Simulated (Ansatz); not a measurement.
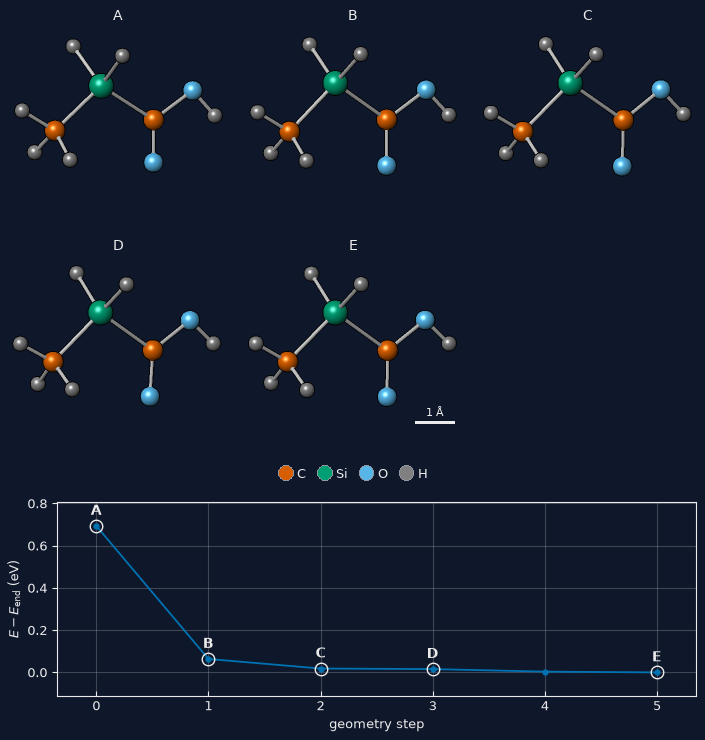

Frames of a relaxation of C$_{2}$H$_{6}$O$_{2}$Si (coarse preliminary run), marked on the history of the run. The picture is a ball-and-stick view, seen at a tilt.

The start comes from a force field.

Theory: RKS PBE-D4/def2-SVP (Ansatz). Set-up: force threshold 0.03 eV/Å; at most 200 steps.

### What happens along the run?

Over 5 geometry steps the energy falls by 0.694 eV. Largest force component: 8.6 eV/Å at the start, 0.022 eV/Å at the end. An H atom moves most after the best rigid fit: 0.13 Å. Largest moves by element: H 0.13 Å, O 0.13 Å, Si 0.09 Å, C 0.07 Å. Some distances before and after: C–O 1.127 → 1.219 Å, C–Si 1.788 → 1.879 Å, C–Si 1.887 → 1.942 Å, H–O 0.956 → 0.988 Å. Bond angles that change, for instance: H–C–H 103.0° → 108.8°, Si–C–H 115.6° → 110.0°, C–Si–C 111.4° → 106.4°. Cost: 7 s on 4 threads of Arm Neoverse V1 (shared host). From step 0 to 1: an O atom moves most (0.10 Å), energy −0.630 eV. From step 1 to 2: a C atom moves most (0.06 Å), energy −0.045 eV. From step 2 to 3: an O atom moves most (0.07 Å), energy −0.003 eV. From step 3 to 5: an O atom moves most (0.06 Å), energy −0.016 eV.
